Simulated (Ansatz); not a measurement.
# Static equation of state of random rock-salt alloy of HfC and HfN (512 atoms)

The cell holds 512 atoms: 256 Hf, 224 N and 32 C. Its edges and angles: a = 18.247 Å, b = 18.251 Å, c = 18.253 Å, α = 90.0°, β = 90.0°, γ = 90.0°. It derives from HfC (rock-salt) and HfN, repeated 4×4×4. The starting structure: Rock-salt HfC, 4 x 4 x 4 conventional cells, 224 of 256 C sites given to N at random (x = 0.875), lattice by Vegard's rule (a = 4.539 Å); not relaxed, displaced by a Gaussian of 0.02 Å.

Calculated with Ansatz 0.2.0: Kohn-Sham DFT, PBE, PAW (set soft_2), plane waves; cutoff 420 eV, Γ point, gaussian smearing of 0.025 eV. Cell and atoms were relaxed first, to V0 = 11.872 Å³ an atom at a residual P0 = -0.039 GPa. The cell was then scaled evenly, and the atoms were relaxed at each volume.

```
volume (Å³/atom)  pressure (GPa)
          10.685           34.10
          11.160               ?
          11.516           8.378
          12.228          -7.217
          12.584          -13.37
```

**Question.** Fit the third-order Birch–Murnaghan equation to the rows given and interpolate to the withheld row.

Worked fit:

Take the Eulerian strain f = ½[(V0/V)^(2/3) − 1] and the normalised pressure F = (P − P0) / [3f(1 + 2f)^(5/2)]. The third-order Birch–Murnaghan equation is then the line F = B0 + (3/2)B0(B′ − 4) f, so u = f and v = F.

```
      u = f  v = F (GPa)
  0.0363830      262.411
  0.0102567      260.004
-0.00975639      257.633
 -0.0190507      256.967
```

With n = 4: mean u = 0.00445816, mean v = 259.254, Σ(u − ū)² = 0.0018075, Σ(u − ū)(v − v̄) = 0.18192. Slope b = 0.18192 / 0.0018075 = 100.64; intercept a = v̄ − b ū = 258.81.

So B0 = a = 259 GPa and B′ = 4 + 2b/(3a) = 4.26. At the withheld volume f = 0.02106, F = a + b f = 260.9 GPa, and P = P0 + 3f(1 + 2f)^(5/2) F.

Prediction at 11.160: 18.23 GPa. The run gave 18.25 GPa, so the fit is low by 0.019 GPa (0.10 % of the value).

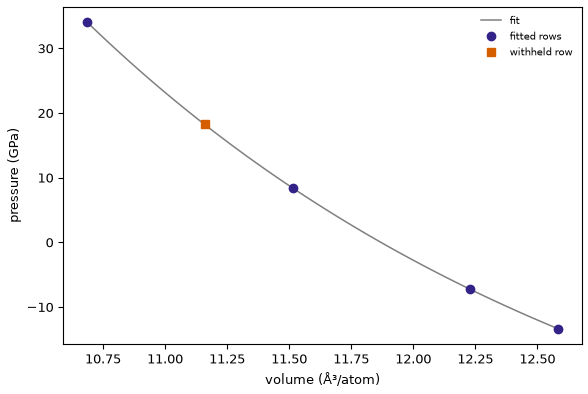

The fit, the rows that it rests on and the withheld row.

B′ = 4.3 lies in the range of 3 to 6 that is common for dense crystals. Among the rows given, the largest miss of the fit is at 10.685, by 0.0073 GPa (0.015 % of the range of the table).

Limits: Static cells at zero temperature; the cell shape is held. The program notes that the SCF threshold of these relaxations is loose for the stress. Only the Γ point is sampled, in a cell whose shortest periodic width is 18 Å, which is coarse for a cell with partly filled levels.

[Logs are printed without paths, hosts, clocks, repeated set-up lines and the standing remarks that a program may print on its own settings, such as how far it seeks lower states.]

[Hosts, paths, dates, database ids (printed as entryN), source tags and the programs' standing remarks are cut or masked in the printed files.]
